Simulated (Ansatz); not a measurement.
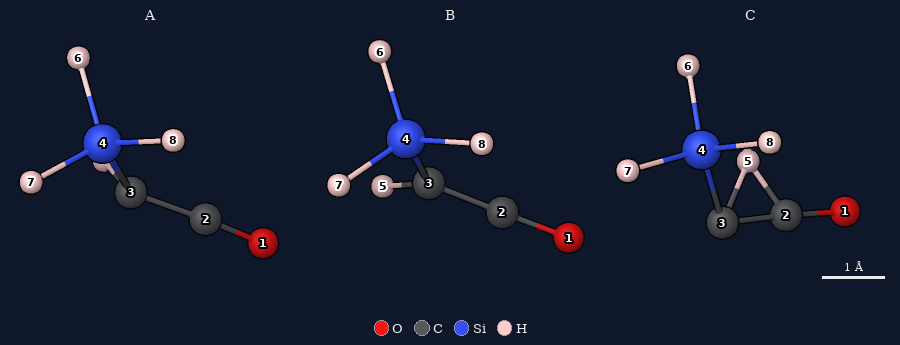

3 geometries from one relaxation of C2H4OSi, in shuffled order. The picture is a ball-and-stick view, seen from a free direction.

The run prepares an end point of a later path (hydrogen shift) calculation, from a guessed geometry.

Level of theory: Ansatz, RKS PBE-D4/6-31G*. Set-up: no spin polarisation; force threshold 0.02 eV/Å; at most 50 steps.

Question: Put them in the order of the run, from the start to the converged end.

Answer: C, A, B. They are steps 0, 5, 14, at +3.461 eV, +0.327 eV relative to the last. H5 moves most after the best rigid fit: 1.30 Å. Largest moves by element: H 1.30 Å, O 0.83 Å, C 0.80 Å, Si 0.20 Å. Among the contacts that change: C2–H5 1.090 → 2.074 Å, Si4–H5 1.970 → 2.613 Å, C3–H5 1.270 → 1.095 Å, C3–Si4 1.698 → 1.864 Å. Bonds break: C2–H5 (1.09 → 2.07 Å). Among the angles between lasting bonds that change: C2–C3–H5 49.9° → 117.8°, Si4–C3–H5 81.8° → 121.9°, H7–Si4–H8 106.0° → 109.2°. The energy falls by 3.461 eV in 13 accepted moves (14 points after the start). The largest force component goes from 5 to 0.018 eV/Å. The line search rejected the trial step at point 8 of the run.
